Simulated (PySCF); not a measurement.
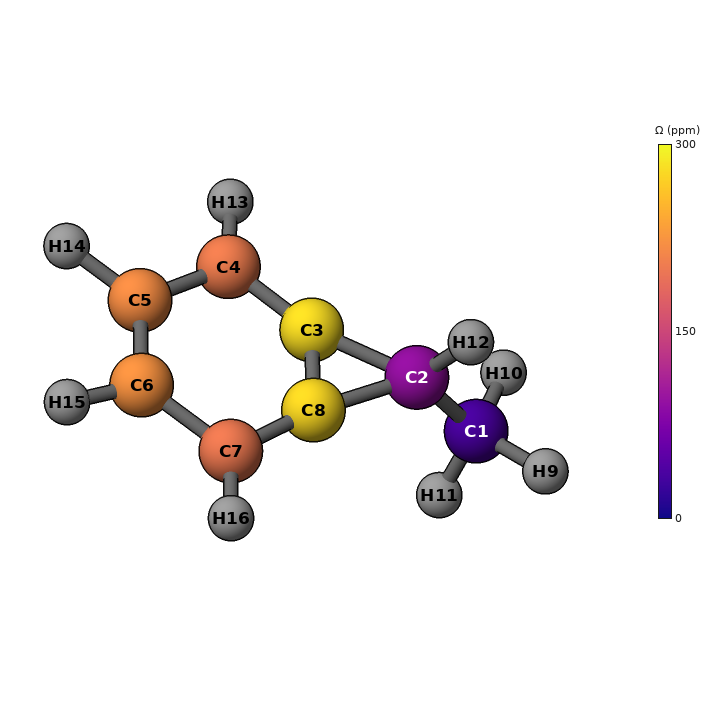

The C atoms are coloured by the span of their shielding tensor. Geometry: a frame of a GFN2-xTB molecular-dynamics simulation, not a minimum. Method: GIAO PBE0/pcSseg-1 NMR shielding, non-relativistic, gas phase (PySCF 2.14.0). Principal shieldings σ11 ≤ σ22 ≤ σ33, span Ω = σ33 − σ11, skew κ = 3(σiso − σ22)/Ω.

Give the shielding tensors of the C atoms.

| atom | σ11 | σ22 | σ33 | σiso | Ω | κ |
| --- | --- | --- | --- | --- | --- | --- |
| C1 | 144.7 | 146.8 | 181.7 | 157.7 | 37.0 | 0.89 |
| C2 | 120.9 | 135.3 | 215.7 | 157.3 | 94.8 | 0.70 |
| C3 | −74.5 | 24.4 | 205.8 | 51.9 | 280.3 | 0.29 |
| C4 | −24.5 | 30.2 | 179.4 | 61.7 | 203.9 | 0.46 |
| C5 | −60.5 | 33.8 | 158.5 | 43.9 | 219.0 | 0.14 |
| C6 | −50.8 | 21.7 | 172.4 | 47.8 | 223.3 | 0.35 |
| C7 | −22.5 | 29.6 | 178.7 | 61.9 | 201.3 | 0.48 |
| C8 | −74.9 | 20.3 | 202.2 | 49.2 | 277.1 | 0.31 |

Shieldings and span in ppm.
